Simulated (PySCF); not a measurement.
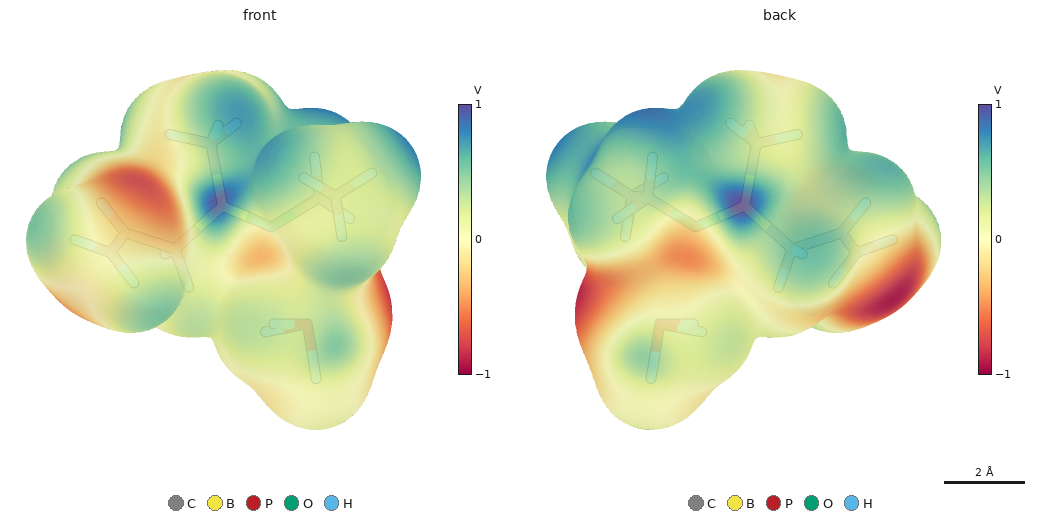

The picture shows: C6H16BOP. The molecular electrostatic potential painted on the density surface at 0.002 e/bohr³, seen from the front and from behind; red is negative and blue positive.

Geometry: GFN2-xTB; at this geometry the atoms fall into two loosely joined parts.

The calculation used PySCF 2.14.0, PBE0/pcSseg-1, SCF density, gas phase, non-relativistic.

```json
{"atom": "C", "x (Å)": "2.9551", "y (Å)": "1.5964", "z (Å)": "-0.6532"}
{"atom": "C", "x (Å)": "2.6738", "y (Å)": "0.6866", "z (Å)": "0.2614"}
{"atom": "C", "x (Å)": "1.7175", "y (Å)": "-0.4434", "z (Å)": "0.0663"}
{"atom": "B", "x (Å)": "0.2958", "y (Å)": "-0.2216", "z (Å)": "0.7772"}
{"atom": "C", "x (Å)": "0.1914", "y (Å)": "0.4495", "z (Å)": "2.2217"}
{"atom": "P", "x (Å)": "-1.0234", "y (Å)": "-1.8049", "z (Å)": "-2.2194"}
{"atom": "O", "x (Å)": "-0.7607", "y (Å)": "-0.6503", "z (Å)": "0.0809"}
{"atom": "C", "x (Å)": "-2.1131", "y (Å)": "-0.5270", "z (Å)": "0.4727"}
{"atom": "C", "x (Å)": "-2.7547", "y (Å)": "0.6623", "z (Å)": "-0.2295"}
{"atom": "H", "x (Å)": "2.5059", "y (Å)": "1.5716", "z (Å)": "-1.6328"}
{"atom": "H", "x (Å)": "3.6428", "y (Å)": "2.4028", "z (Å)": "-0.4637"}
{"atom": "H", "x (Å)": "3.1405", "y (Å)": "0.7410", "z (Å)": "1.2361"}
{"atom": "H", "x (Å)": "2.1658", "y (Å)": "-1.3513", "z (Å)": "0.4799"}
{"atom": "H", "x (Å)": "1.5685", "y (Å)": "-0.6072", "z (Å)": "-1.0009"}
{"atom": "H", "x (Å)": "-0.4297", "y (Å)": "-0.1337", "z (Å)": "2.9001"}
{"atom": "H", "x (Å)": "1.1586", "y (Å)": "0.5783", "z (Å)": "2.6975"}
{"atom": "H", "x (Å)": "-0.2656", "y (Å)": "1.4353", "z (Å)": "2.1514"}
{"atom": "H", "x (Å)": "0.1730", "y (Å)": "-2.3829", "z (Å)": "-1.8360"}
{"atom": "H", "x (Å)": "-0.4112", "y (Å)": "-0.6252", "z (Å)": "-2.6061"}
{"atom": "H", "x (Å)": "-0.9093", "y (Å)": "-2.3345", "z (Å)": "-3.5058"}
{"atom": "H", "x (Å)": "-2.1909", "y (Å)": "-0.4205", "z (Å)": "1.5586"}
{"atom": "H", "x (Å)": "-2.6144", "y (Å)": "-1.4509", "z (Å)": "0.1668"}
{"atom": "H", "x (Å)": "-2.2184", "y (Å)": "1.5765", "z (Å)": "0.0157"}
{"atom": "H", "x (Å)": "-3.7905", "y (Å)": "0.7596", "z (Å)": "0.0836"}
{"atom": "H", "x (Å)": "-2.7178", "y (Å)": "0.5178", "z (Å)": "-1.3075"}
```

Question: Describe the electrostatic potential map.

Answer: The most negative region (about −0.9 V) lies over C1, C2 and P6, the most positive (about +0.9 V) over B4 and H21.

Question: How polar is the molecule by this calculation?

Answer: Its dipole moment is 1.65 D.
